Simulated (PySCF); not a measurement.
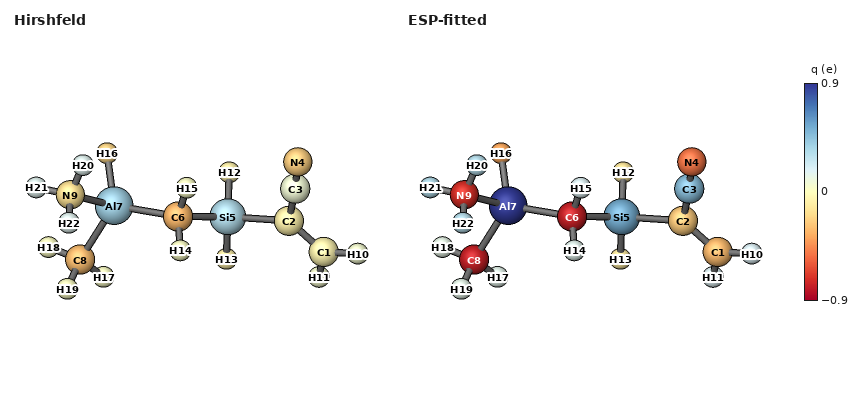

Atomic charges of one calculation by 2 schemes, on one colour scale. The computed structure is the end point of a GFN2-xTB optimisation. No frequency run is at hand to confirm it as a minimum. Method: PBE0/pcSseg-1 (PySCF 2.14.0).

Question: Which scheme gives the most polar picture (largest mean size of the charges)?

Answer: The ESP-fitted charges are the largest in size here.

Question: On which atom do the schemes disagree most?

Answer: On N9 (from −0.72 to −0.16 e).

List the charges (e), one line for each set of equivalent atoms.

```tsv
atom	Hirshfeld	ESP-fitted
C1	−0.06	−0.30
C2	−0.08	−0.25
C3	0.07	0.47
N4	−0.23	−0.51
Si5	0.33	0.53
C6	−0.31	−0.77
Al7	0.39	0.89
C8	−0.29	−0.77
N9	−0.16	−0.72
H10	0.06	0.18
H11	0.06	0.17
H12	−0.08	−0.12
H13	−0.08	−0.11
H14	0.02	0.15
H15	0.03	0.17
H16	−0.21	−0.37
H17	0.02	0.14
H18	0.02	0.13
H19	0.02	0.14
H20	0.16	0.31
H21	0.16	0.33
H22	0.16	0.31
```

The geometry is semi-empirical. Around Al, Si such bond lengths and angles can be off by a tenth of an ångström or more and by several degrees, and values that hang on the shape move with them.
